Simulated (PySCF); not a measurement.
# One shape, several levels: BH2Cl− (SMILES [BH2-]Cl)

Aim: a comparison of 6 runs (U-r2SCAN/STO-6G, U-wB97X-V/STO-6G, UB3LYP/STO-6G, UPBE/STO-6G, UMP2/STO-6G, UCCSD(T)/STO-6G) of BH2Cl−. 

The calculation is run with PySCF 2.14.0.

10 further runs of the same task are left out: 1 that didn't finish, 9 set aside as unsound or not needed.

## (1) The molecule

BH2Cl−: 4 atoms, total charge -1, spin state doublet. As SMILES, `[BH2-]Cl`. The B1–H3 distance was set to 2.666 Å, away from the relaxed value. At this shape a bond of the SMILES string is far longer than usual.

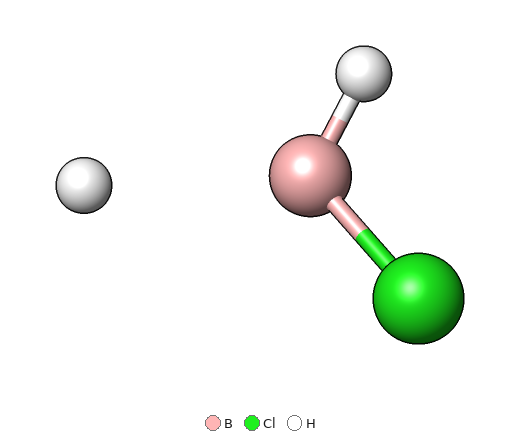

The structure, seen from a chosen angle (boron pink, chlorine green, hydrogen white).

## (2) The energy at U-r2SCAN/STO-6G (run 1)

Contents of job.py:

```python
from pyscf import gto, dft

mol = gto.M(
    atom=[
    ('B', (0.996721, 0.475547, -1.059540)),
    ('Cl', (2.459621, 0.732227, 0.162480)),
    ('H', (-0.963970, -0.752550, 0.264630)),
    ('H', (0.716001, 1.554367, -1.534380)),
],
    charge=-1,
    max_memory=1860,
    basis='sto-6g',
    verbose=4,
    spin=1,
)

mf = dft.UKS(mol)
mf.xc = 'r2scan'
mf.conv_tol = 1e-10
mf.grids.level = 5
mf.kernel()
if not mf.converged:
    mf = mf.newton().run(mf.mo_coeff, mf.mo_occ)

e_tot = mf.e_tot
print('E = %.10f Eh' % e_tot)
```

On the command line:

```sh
$ OMP_NUM_THREADS=1 python job.py
```

What it wrote:

```text
PySCF version 2.14.0

[... 56 lines left out ...]
WARN: HOMO -0.111715455839527 >= LUMO -0.111715455839528
[... 130 lines left out ...]
converged SCF energy = -484.294900092883  <S^2> = 1.0670345  2S+1 = 2.2952424
E = -484.2949000929 Eh
```

Run time: 12 s. Hardware: 1 thread of Arm Neoverse V2, shared host; peak memory 0.2 GiB.

## (3) The energy at U-wB97X-V/STO-6G (run 2)

Contents of start.xyz:

```xyz
4
BClH2
B      0.996721     0.475547    -1.059540
Cl     2.459621     0.732227     0.162480
H     -0.963970    -0.752550     0.264630
H      0.716001     1.554367    -1.534380
```

Contents of input.py:

```python
from pyscf import gto, dft

molecule = gto.M(
    atom='start.xyz',
    spin=1,
    charge=-1,
    max_memory=1860,
    basis='sto-6g',
    verbose=3,
)

mf = dft.UKS(molecule, xc='wb97x-v')
mf.grids.level = 5
mf.nlcgrids.level = 1
mf.conv_tol = 1e-10
mf.kernel()
if not mf.converged:
    mf = mf.newton().run(mf.mo_coeff, mf.mo_occ)

e_final = mf.e_tot
print('Final energy', e_final)
```

On the command line:

```sh
$ OMP_NUM_THREADS=1 python input.py
```

What it wrote:

```text
converged SCF energy = -484.238951228875  <S^2> = 1.0513097  2S+1 = 2.2814992
Final energy -484.2389512288748
```

Wall time 19 s (1 thread of Arm Neoverse V2, shared host); peak memory 0.19 GiB.

Runs 3 to 5 aren't shown in full; the table further down has their settings and results.

## (4) The energy at UCCSD(T)/STO-6G (run 6)

Contents of run.py:

```python
from pyscf import gto, cc

molecule = gto.Mole()
molecule.atom = '''
B      1.883530     0.898654    -2.002240
Cl     4.648010     1.383708     0.307043
H     -1.821639    -1.422113     0.500078
H      1.353046     2.937328    -2.899558
'''
molecule.max_memory = 1860
molecule.charge = -1
molecule.spin = 1
molecule.unit = 'bohr'
molecule.verbose = 3
molecule.basis = 'sto-6g'
molecule.build()

calc0 = molecule.UHF()
calc0.conv_tol = 1e-10
calc0.kernel()
if not calc0.converged:
    calc0 = calc0.newton().run(calc0.mo_coeff, calc0.mo_occ)

mycc = cc.CCSD(calc0, frozen=6)
mycc.kernel()
e_t = mycc.ccsd_t()
e_final = mycc.e_tot + e_t
print('E(%s) = %.9f' % ('CCSD(T)', e_final))
```

On the command line:

```sh
$ OMP_NUM_THREADS=1 python run.py
```

What it wrote:

```text
converged SCF energy = -483.456595351546  <S^2> = 1.3857127  2S+1 = 2.5578997
E(UCCSD) = -483.5073950237968  E_corr = -0.05079967225063722
UCCSD(T) correction = -0.0024764121375025
E(CCSD(T)) = -483.509871436
```

Wall time 0.9 s (1 thread of Arm Neoverse V2, shared host); peak memory 0.12 GiB.

## (5) Overview of the runs

| run | level | nlc grid | integration grid | energy (Eh) | HOMO energy (eV) | LUMO energy (eV) | ⟨S²⟩ | wall time |
| --- | --- | --- | --- | --- | --- | --- | --- | --- |
| 1 | U-r2SCAN/STO-6G | – | 5 | -484.294900 | 5.48 | 8.15 | 1.067 | 12 s |
| 2 | U-wB97X-V/STO-6G | 1 | 5 | -484.238951 | 2.71 | 10.97 | 1.051 | 19 s |
| 3 | UB3LYP/STO-6G | – | 5 | -484.318419 | 4.92 | 8.57 | 1.015 | 5.4 s |
| 4 | UPBE/STO-6G | – | 5 | -484.060516 | 5.93 | 7.70 | 0.772 | 6 s |
| 5 | UMP2/STO-6G | – | – | -483.479659 | 2.20 | 13.36 | 1.386 | 0.7 s |
| 6 | UCCSD(T)/STO-6G | – | – | -483.509871 | 2.20 | 13.36 | 1.386 | 0.9 s |

## (6) What came out

| quantity | value |
| --- | --- |
| run 6: total energy | -483.50987 Eh |
| run 6: HOMO energy (Hartree–Fock orbitals) (highest over α and β) | 2.20 eV |
| run 6: LUMO energy (Hartree–Fock orbitals) (lowest over α and β) | 13.36 eV |
| run 6: correlation energy (6 core orbitals frozen) | -53.3 mEh |
| run 6: (T) correction | -2.48 mEh |
| run 6: ⟨S²⟩ of the reference determinant | 1.386 |
| run 6: T1 diagnostic | 0.088 |

In words: Totals of different functionals can't be ranked against each other. In runs 1, 2, 3, 4, 5, 6 the HOMO lies above zero, so the outermost electron may be held by the basis alone. In runs 1, 2, 3, 4, 5, 6 the basis is minimal, so the values are rough. Spin contamination of the reference: run 6 ⟨S²⟩ = 1.39, run 5 ⟨S²⟩ = 1.39, run 1 ⟨S²⟩ = 1.07, run 2 ⟨S²⟩ = 1.05, run 3 ⟨S²⟩ = 1.01. Where it is this large, the reference is a mixture of spin states, and values that rest on it are in doubt. All runs together took 44 s, the longest 19 s.
